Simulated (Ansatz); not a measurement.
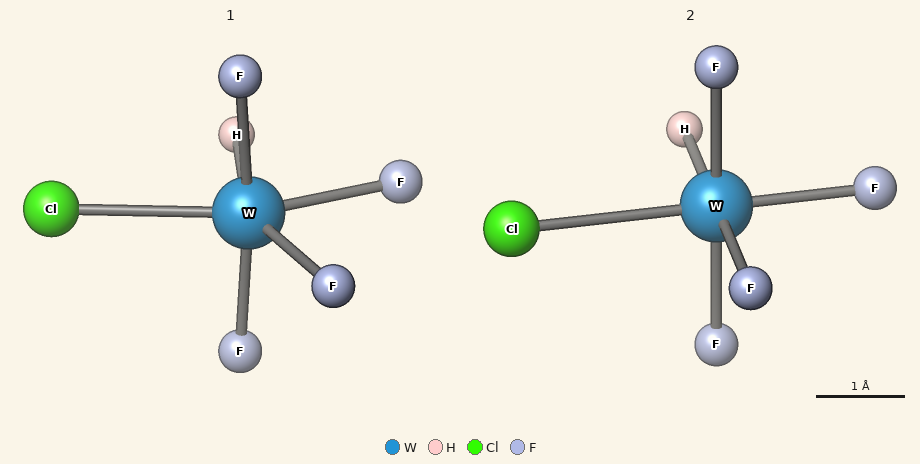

Two geometries of WHClF₄, drawn at one scale. One is the start of a relaxation, the other its converged end. A ball-and-stick model, seen from a free direction.

These are results of RKS LDA/def2-SVP in Ansatz, not measurements. Settings: no spin polarisation; force threshold 0.02 eV/Å; at most 40 steps.

Question: Which of the two is the end point?

Answer: Structure 1 is the relaxed one. The run prepares the start of a later molecular dynamics calculation, from a guessed geometry. Over 10 geometry steps the energy falls by 50.3 kJ/mol. The largest force component goes from 2 to 0.012 eV/Å. The atom that moves furthest after the best rigid fit is an F atom (0.49 Å). By element the largest moves are F 0.49 Å, Cl 0.44 Å, H 0.18 Å, W 0.18 Å. Among the contacts that change: Cl–W 2.390 → 2.251 Å, F–W 1.850 → 1.875 Å, F–W 1.850 → 1.836 Å. Among the angles between lasting bonds that change: Cl–W–F 90.0° → 123.2°, H–W–F 180.0° → 153.5°, Cl–W–F 180.0° → 156.3°. Cost: 21 s on 2 threads of Arm Neoverse V2, with other jobs on the host, peak memory 0.15 GiB.
